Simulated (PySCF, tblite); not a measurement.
# C₇H₈N radical: geometry, infrared bands and EPR parameters

Aim: predict the infrared bands and EPR parameters of C₇H₈N radical (`C#CC#C[C@H](C)[CH]N`).

Programs: tblite 0.8.0 and PySCF 2.14.0, with density-fitted response routines of our own. Each step states its level of theory. These are calculated values for one molecule in the gas phase, unless marked as measured. Atoms are numbered from 0 throughout.

## Step 1: The molecule as given

16 atoms, charge 0, multiplicity 2; geometry from: force field or distance geometry start.

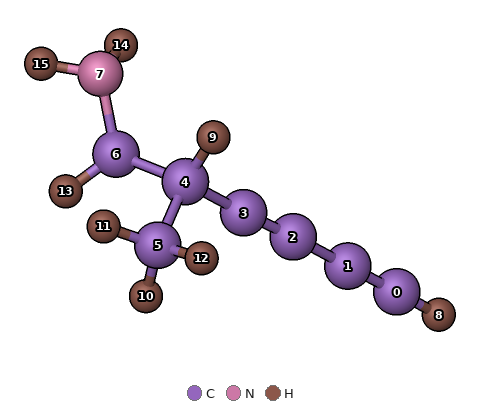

As it starts; carbon purple, nitrogen pink, hydrogen brown, atoms numbered.

## Step 2: Relaxing the molecule with GFN2-xTB

The job: settings as JSON, then the geometry in Å.

```
{"job": {"kind": "relax", "xc": "GFN2-xTB", "basis": "xTB"}, "charge": 0, "multiplicity": 2}
C      4.404900    -1.265000    -0.419100
C      3.235800    -0.978800    -0.170500
C      1.903300    -0.677800     0.133000
C      0.733600    -0.401800     0.349700
C     -0.679400    -0.074800     0.666900
C     -1.585000    -1.147200     0.081700
C     -1.079900     1.227100     0.010600
N     -1.508900     2.229700     0.959200
H      5.411200    -1.517600    -0.642500
H     -0.776200    -0.076300     1.759300
H     -1.235700    -1.325100    -0.971600
H     -2.600400    -0.737100     0.045600
H     -1.529900    -2.074200     0.691200
H     -1.747700     1.106900    -0.853900
H     -0.691800     2.891500     1.075700
H     -2.261400     2.829400     0.540800
```

Run with:

```
$ OMP_NUM_THREADS=1 python probes_run.py task.json out
```

The driver reads the jobs from task.json and runs them one after another.

Standard output:

```text
step      E/eV     max force
  0    -591.85436    2.364
  1    -592.01720    3.746
  2    -592.08359    2.378
  3    -592.17355    0.611
  4    -592.19817    0.431
  5    -592.21057    1.590
  6    -592.22815    0.580
  7    -592.24050    0.568
  8    -592.26615    0.293
  9    -592.27712    0.311
 10    -592.28825    0.306
 11    -592.30347    0.354
 12    -592.32622    0.460
 13    -592.35273    0.455
 14    -592.37904    0.434
 15    -592.40293    0.382
 16    -592.42859    0.428
 17    -592.44798    0.346
 18    -592.44462    0.810
 19    -592.46353    0.271
 20    -592.46704    0.180
 21    -592.47516    0.316
 22    -592.47902    0.244
 23    -592.48504    0.212
 24    -592.49081    0.206
 25    -592.49640    0.181
 26    -592.50103    0.156
 27    -592.50236    0.343
 28    -592.50531    0.141
 29    -592.50729    0.103
 30    -592.51117    0.095
 31    -592.51431    0.092
 32    -592.51726    0.131
 33    -592.51965    0.148
 34    -592.52205    0.137
 35    -592.52448    0.108
 36    -592.52652    0.187
 37    -592.52792    0.130
 38    -592.52952    0.077
 39    -592.53102    0.070
 40    -592.53179    0.069
 41    -592.53280    0.074
 42    -592.53391    0.077
 43    -592.53531    0.102
 44    -592.53701    0.105
 45    -592.53902    0.107
 46    -592.54133    0.167
 47    -592.54421    0.146
 48    -592.54722    0.192
 49    -592.54964    0.124
 50    -592.55153    0.148
 51    -592.55325    0.131
 52    -592.55496    0.168
 53    -592.55692    0.145
 54    -592.55924    0.108
 55    -592.56199    0.142
 56    -592.56299    0.098
 57    -592.56416    0.082
 58    -592.56503    0.060
 59    -592.56556    0.070
 60    -592.56616    0.061
 61    -592.56686    0.051
 62    -592.56721    0.049
 63    -592.56767    0.046
 64    -592.56795    0.051
 65    -592.56819    0.056
 66    -592.56847    0.054
 67    -592.56886    0.061
 68    -592.56926    0.054
 69    -592.56958    0.042
 70    -592.56983    0.038
 71    -592.57013    0.061
 72    -592.57056    0.081
 73    -592.57110    0.075
 74    -592.57171    0.063
 75    -592.57240    0.073
 76    -592.57323    0.069
 77    -592.57412    0.090
 78    -592.57489    0.088
 79    -592.57546    0.054
 80    -592.57598    0.050
 81    -592.57651    0.064
 82    -592.57702    0.051
 83    -592.57744    0.070
 84    -592.57779    0.040
 85    -592.57808    0.039
 86    -592.57832    0.043
 87    -592.57847    0.039
 88    -592.57865    0.036
 89    -592.57897    0.043
 90    -592.57953    0.059
 91    -592.58020    0.055
 92    -592.58071    0.042
 93    -592.58100    0.040
 94    -592.58125    0.042
 95    -592.58153    0.042
 96    -592.58179    0.036
 97    -592.58198    0.032
 98    -592.58210    0.029
 99    -592.58221    0.022
100    -592.58233    0.020
101    -592.58241    0.022
102    -592.58247    0.022
103    -592.58258    0.023
104    -592.58276    0.036
105    -592.58299    0.042
106    -592.58325    0.078
107    -592.58355    0.056
108    -592.58395    0.075
109    -592.58426    0.132
110    -592.58469    0.053
111    -592.58515    0.064
112    -592.58553    0.059
113    -592.58585    0.051
114    -592.58621    0.066
115    -592.58645    0.055
116    -592.58661    0.021
117    -592.58664    0.021
118    -592.58666    0.015
119    -592.58669    0.014
120    -592.58673    0.017
121    -592.58675    0.019
122    -592.58678    0.010
123    -592.58681    0.014
124    -592.58684    0.015
125    -592.58687    0.017
126    -592.58693    0.024
127    -592.58701    0.025
128    -592.58710    0.025
129    -592.58715    0.015
130    -592.58718    0.013
131    -592.58720    0.013
132    -592.58722    0.013
133    -592.58724    0.012
134    -592.58726    0.013
135    -592.58728    0.014
136    -592.58730    0.011
137    -592.58732    0.014
138    -592.58734    0.014
139    -592.58736    0.014
140    -592.58740    0.016
141    -592.58743    0.015
142    -592.58745    0.014
143    -592.58748    0.012
144    -592.58750    0.012
145    -592.58753    0.009
```

Wall time 0.65 s (1 thread of Arm Neoverse V2, shared host).

The steps of the relaxation: (not every step is listed)

```tsv
step	energy from step 0 (eV)	largest force (eV/Å)
0	0.0000	2.3639
1	-0.1628	3.7455
2	-0.2292	2.3784
3	-0.3192	0.6105
4	-0.3438	0.4306
5	-0.3562	1.5902
6	-0.3738	0.5800
7	-0.3861	0.5683
8	-0.4118	0.2929
21	-0.6208	0.3165
34	-0.6677	0.1373
47	-0.6898	0.1456
60	-0.7118	0.0606
73	-0.7167	0.0753
86	-0.7240	0.0431
99	-0.7278	0.0224
112	-0.7312	0.0594
125	-0.7325	0.0173
138	-0.7330	0.0140
140	-0.7330	0.0163
141	-0.7331	0.0150
142	-0.7331	0.0139
143	-0.7331	0.0117
144	-0.7331	0.0121
145	-0.7332	0.0095
```

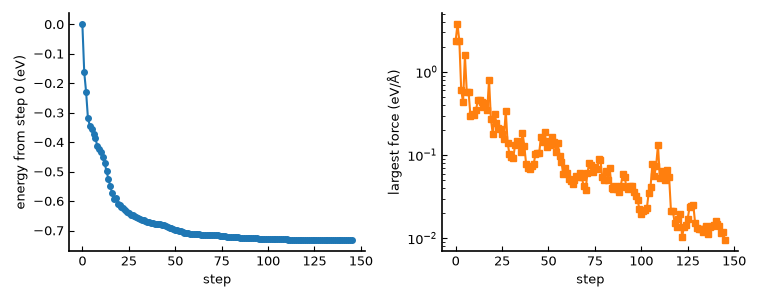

Energy and largest force along the relaxation.

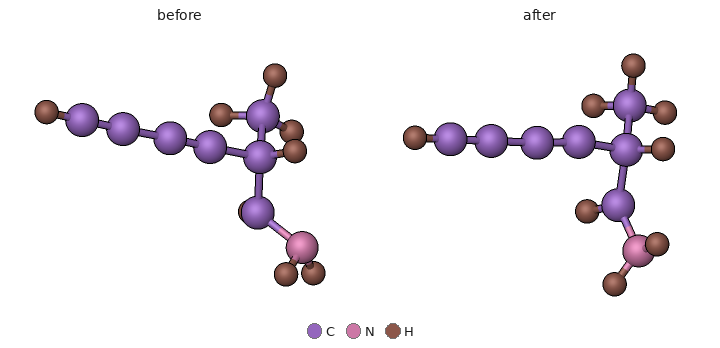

Before and after, at one scale.

Close pairs (by a distance rule), those that changed most:

```tsv
bond	before (Å)	after (Å)	change (Å)
C6–N7	1.445	1.383	-0.063
N7–H14	1.058	1.010	-0.048
C1–C2	1.399	1.355	-0.044
N7–H15	1.049	1.011	-0.038
C5–H10	1.124	1.088	-0.036
C3–C4	1.485	1.455	-0.030
C6–H13	1.099	1.076	-0.023
C5–H12	1.111	1.088	-0.023
```

The next job starts from the end point, and lists it.

## Step 3: Vibrational analysis with GFN2-xTB

The job: settings as JSON, then the geometry in Å.

```
{"job": {"kind": "ir", "xc": "GFN2-xTB", "basis": "xTB"}, "charge": 0, "multiplicity": 2}
C      4.152377    -0.745584    -0.436471
C      2.980905    -0.638162    -0.168754
C      1.666239    -0.519774     0.138759
C      0.495016    -0.470193     0.448434
C     -0.914307    -0.206113     0.693309
C     -1.787520    -1.353927     0.176806
C     -1.170720     1.078940    -0.018434
N     -1.029870     2.298080     0.618695
H      5.168676    -0.839263    -0.674161
H     -1.076721    -0.078343     1.771890
H     -1.634031    -1.491199    -0.891317
H     -2.836566    -1.128076     0.352667
H     -1.532471    -2.281798     0.684614
H     -1.192020     1.091496    -1.093960
H     -0.692040     2.249521     1.569528
H     -0.604545     3.043340     0.084468
```

Standard output:

```text
mode    cm-1     km/mol
  1      50.8      1.56
  2      98.9      0.85
  3     108.0      6.86
  4     173.3      7.22
  5     187.5      0.22
  6     202.6      1.68
  7     246.8     16.53
  8     293.6      9.28
  9     346.0      4.94
 10     367.7      1.16
 11     372.7      2.57
 12     404.6      9.20
 13     476.9     20.85
 14     502.0      3.59
 15     604.6     11.21
 16     632.1     12.49
 17     691.3    405.75
 18     711.2    107.77
 19     898.8      3.53
 20     998.3     10.21
 21    1022.6      5.24
 22    1092.0      7.73
 23    1158.2      7.51
 24    1187.9      0.43
 25    1234.6     12.12
 26    1241.8     47.27
 27    1277.7      3.69
 28    1397.3     94.54
 29    1402.8     14.98
 30    1489.8      2.81
 31    1496.4     10.10
 32    1498.7     57.93
 33    2197.2      4.09
 34    2294.7    212.13
 35    2884.8     52.47
 36    3032.3     32.85
 37    3037.1     40.68
 38    3040.6     26.05
 39    3116.3     38.39
 40    3381.6      4.21
 41    3404.7     12.86
 42    3453.2      0.51
```

Run time: 0.36 s. Hardware: 1 thread of Arm Neoverse V2, shared host.

Which atoms move in the most intense modes:

```tsv
cm⁻¹	km/mol	atoms
691	405.8	H14 34 %, H15 30 %, N7 14 %
711	107.8	C4 34 %, C0 14 %
1242	47.3	H13 40 %, N7 22 %, C6 16 %, H14 11 %
1397	94.5	C6 45 %, H15 11 %
1499	57.9	H14 32 %, H15 25 %, N7 13 %, H10 12 %
2295	212.1	C2 47 %, C3 37 %, C1 12 %
2885	52.5	H9 93 %
3037	40.7	H11 71 %, H10 19 %
```

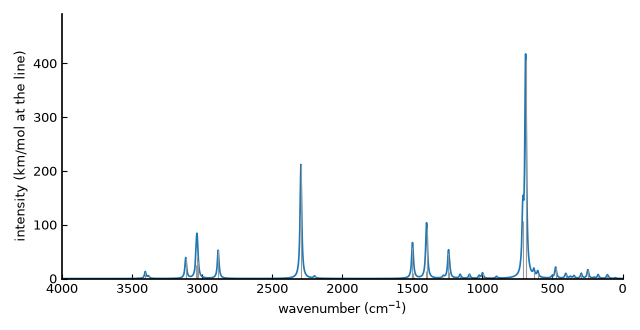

The infrared spectrum from these modes, unscaled. Lines are broadened to a width of 14 cm⁻¹ (Lorentzian).

## Step 4: g tensor and hyperfine couplings: B3LYP/pcH-1

The job, as its differences from that of step 3:

```diff
@@ -1,2 +1,2 @@
-{"job": {"kind": "ir", "xc": "GFN2-xTB", "basis": "xTB"}, "charge": 0, "multiplicity": 2}
+{"job": {"kind": "epr", "basis": "pcH-1"}, "charge": 0, "multiplicity": 2}
 C      4.152377    -0.745584    -0.436471
```

With the program's defaults for keys left out, this is: UKS B3LYP, pcH-1 on C H N, non-relativistic, mean-field spin-orbit, GIAO.

Standard output:

```text
UKS, coarse grid
  cycle   1  E = -326.08381640  |g| = 3.58e-01
  cycle   2  E = -326.08100913  |g| = 3.78e-01
  cycle   3  E = -326.14849285  |g| = 1.36e-01
  cycle   4  E = -326.15631839  |g| = 5.69e-02
  cycle   5  E = -326.15792330  |g| = 1.85e-02
  cycle   6  E = -326.15808359  |g| = 7.06e-03
  cycle   7  E = -326.15810061  |g| = 5.41e-03
  cycle   8  E = -326.15811766  |g| = 1.33e-03
  cycle   9  E = -326.15811912  |g| = 6.06e-04
UKS, final grid
  cycle   1  E = -326.15810541  |g| = 8.46e-04
  cycle   2  E = -326.15810496  |g| = 1.36e-03
  cycle   3  E = -326.15810575  |g| = 2.07e-04
  cycle   4  E = -326.15810577  |g| = 6.75e-05
  cycle   5  E = -326.15810578  |g| = 5.63e-05
  cycle   6  E = -326.15810579  |g| = 1.56e-05
E = -326.15810579 Eh   <S^2> = 0.7555 (exact 0.7500)
g shifts (ppm)      1          2          3
  rmc          -179       -179       -179
  gc              5          4         15
  oz_so        -223        633       1017
  total        -397        457        853
hyperfine (MHz)  atom isotope    a_iso     a_fc   dipolar eigenvalues
    0   13C       5.83       5.83     -5.47     -4.16      9.63
    1   13C      -9.02      -9.02     -3.30     -0.02      3.31
    2   13C      11.93      11.93     -7.59     -7.46     15.05
    3   13C      72.89      72.89     -8.31     -0.96      9.27
    4   13C     -12.54     -12.54     -1.54     -0.54      2.08
    5   13C      24.00      24.00     -1.65     -1.55      3.20
    6   13C     109.22     109.22    -68.42    -67.36    135.78
    7   14N      33.36      33.36    -10.80    -10.02     20.82
    8    1H      -5.42      -5.42     -2.73     -0.25      2.97
    9    1H      18.52      18.52     -4.62     -3.80      8.43
   10    1H      -1.25      -1.25     -2.70     -2.62      5.32
   11    1H      -1.26      -1.26     -3.92     -2.18      6.10
   12    1H       2.37       2.37     -1.71     -1.44      3.15
   13    1H     -48.94     -48.94    -32.09     -0.63     32.73
   14    1H      -2.75      -2.75    -11.65     -5.65     17.30
   15    1H      32.17      32.17    -11.64     -5.75     17.39
```

Wall time 58 s (1 thread of Arm Neoverse V2, shared host); peak memory 0.97 GiB.

Principal g values 2.00192, 2.00278, 2.00317; g(iso) = 2.00262, against 2.00232 for a free electron.

Mean a(iso) over the nuclei that a row names, and the largest dipolar term of the row (other rows stand at the frozen geometry):

```tsv
nuclei	isotope	a(iso) (MHz)	a(iso) (G, at g = 2.0023)	largest dipolar term (MHz)
C6	13C	109.2	39.0	135.8
C3	13C	72.9	26.0	9.3
H13	1H	-48.9	-17.5	32.7
N7	14N	33.4	11.9	20.8
C5	13C	24.0	8.6	3.2
H9	1H	18.5	6.6	8.4
H14, H15	1H	14.7	5.2	17.4
C4	13C	-12.5	-4.5	2.1
C2	13C	11.9	4.3	15.0
C1	13C	-9.0	-3.2	3.3
C0	13C	5.8	2.1	9.6
H8	1H	-5.4	-1.9	3.0
H10, H11, H12	1H	0.0	0.0	6.1
```

Mulliken spin populations:

C0 0.07; C1 -0.03; C2 0.09; C3 -0.02; C4 -0.05; C5 0.01; C6 0.80; N7 0.16; H8 0.00; H9 0.01; H10 0.00; H11 0.01; H12 0.00; H13 -0.04; H14 0.00; H15 0.01

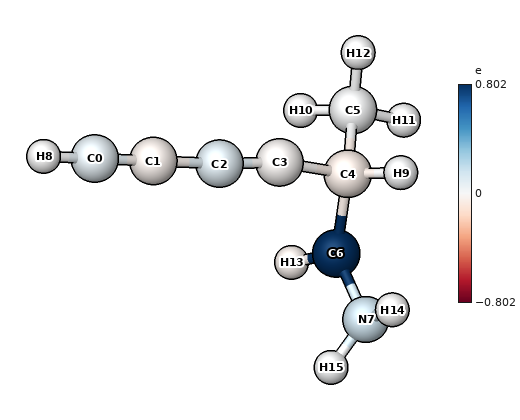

Mulliken spin populations, as colours on the atoms.

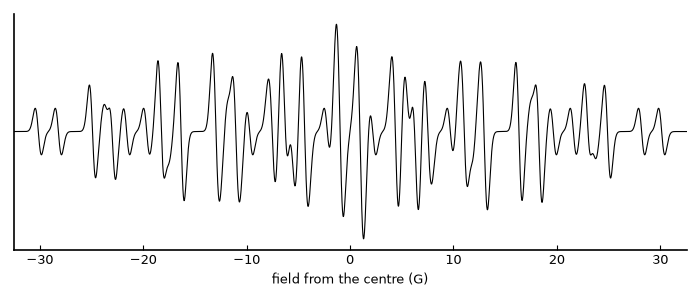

First-order isotropic spectrum (first derivative, main isotopes with spin only, couplings over 0.8 MHz, Gaussian width 0.3 G; couplings of the frozen geometry, rotation of groups not averaged beyond the rows shown).

Orbitals, density, ELF and potential are computed afterwards from the orbital file.

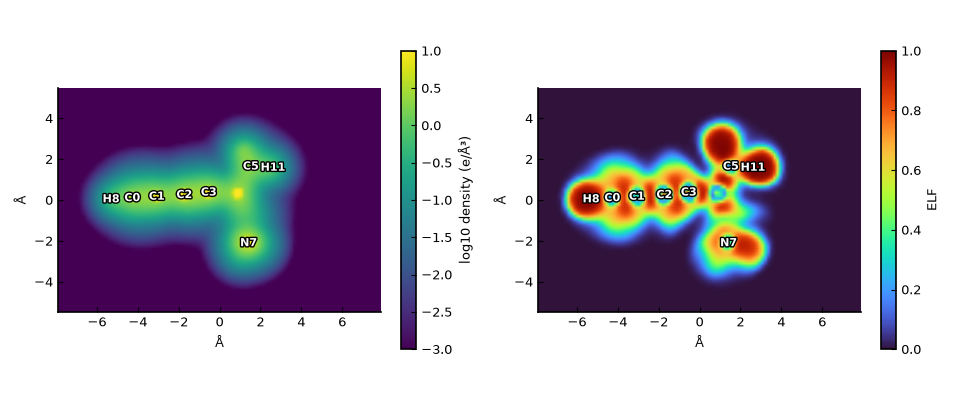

Density (left) and ELF (right) in a plane through or near 8 of the atoms.

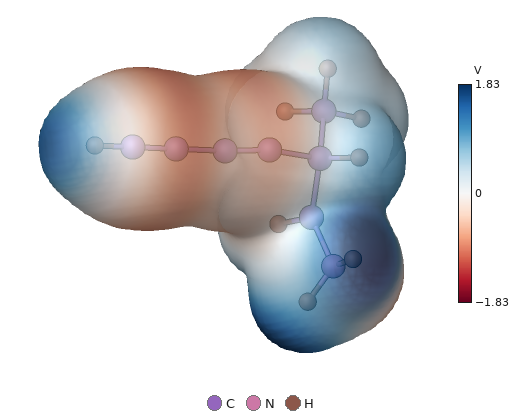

The potential that a unit positive charge feels on the 0.002 e/bohr³ surface, from -1.01 V near N7 to 1.83 V near H14.

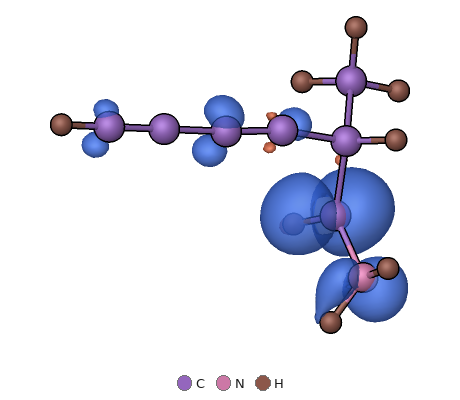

Spin density at ±0.04 e/Å³ (alpha excess blue, beta excess red).

## Step 5: Outcome

```
                                 quantity                 value
strongest single infrared mode (GFN2-xTB)  691 cm⁻¹, 406 km/mol
             zero-point energy (GFN2-xTB)         76.8 kcal/mol
                           g(iso) (B3LYP)               2.00262
                                     ⟨S²⟩    0.756 (exact 0.75)
       largest a(iso) (averaged by class)  13C on C6, 109.2 MHz
    surface potential, least and greatest    -1.01 V and 1.83 V
```

**Reading.** Relaxing lowered the energy by 0.733 eV in 145 steps; the close pair that moved most is C6–N7, from 1.445 to 1.383 Å. All 42 modes are real, so the xTB geometry is a minimum. The strongest single mode, at 691 cm⁻¹, is carried by H14, H15, N7. GFN2-xTB is a fitted tight-binding method: band positions and strengths are rough. Its intensities can rank the bands wrongly. Most of the unpaired spin sits on C6 (0.80 e). The isotropic g lies 0.3 ppt above the free-electron value.
